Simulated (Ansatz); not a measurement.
Pressure series in MgF2

The parent structure is MgF₂ in the rutile structure (space group P4_2/mnm, No. 136; a = 4.626 Å, c = 3.049 Å).

Cell and atoms are relaxed at each pressure.

Method: r2SCAN, PAW, 500 eV (Ansatz, a quantum-chemistry and plane-wave program; scalar-relativistic without spin-orbit coupling), earlier PAW set.

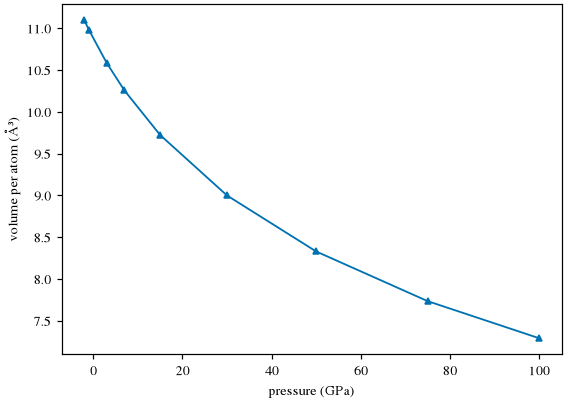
Figure. Volume against pressure

### Question
Estimate the zero-pressure bulk modulus from the plot.

### Answer
About 110 GPa; a third-order Birch–Murnaghan fit to the points gives V₀ = 10.87 Å³/atom, B₀ = 106 GPa and B₀′ = 4.3.

Between the base and pressure 7 GPa the gap moves from 8.06 eV to 8.48 eV, a mean slope of 60 meV/GPa.

Load acts through the strain it causes; cell and atoms are relaxed under it. No phonon test of stability was made. Competing high-pressure phases were not computed.
